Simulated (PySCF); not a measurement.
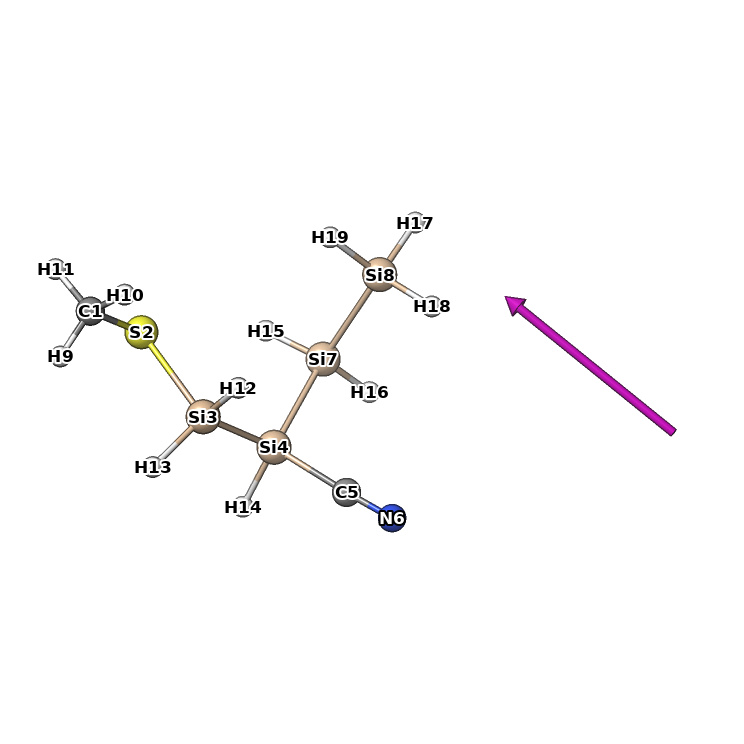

The arrow beside the molecule shows the direction of the dipole moment, from the negative to the positive end (its length means nothing). Computed geometry: GFN2-xTB optimisation. No frequency run is at hand to confirm it as a minimum. Properties computed with PBE0/pcSseg-1, gas phase (PySCF 2.14.0).

Q: Estimate the dipole moment.

A: 3.36 D; it points from the side of N6 to the side of H11 (the outermost atoms at the two ends).

The geometry is semi-empirical. Around Si such bond lengths and angles can be off by a tenth of an ångström or more and by several degrees, and values that hang on the shape move with them.
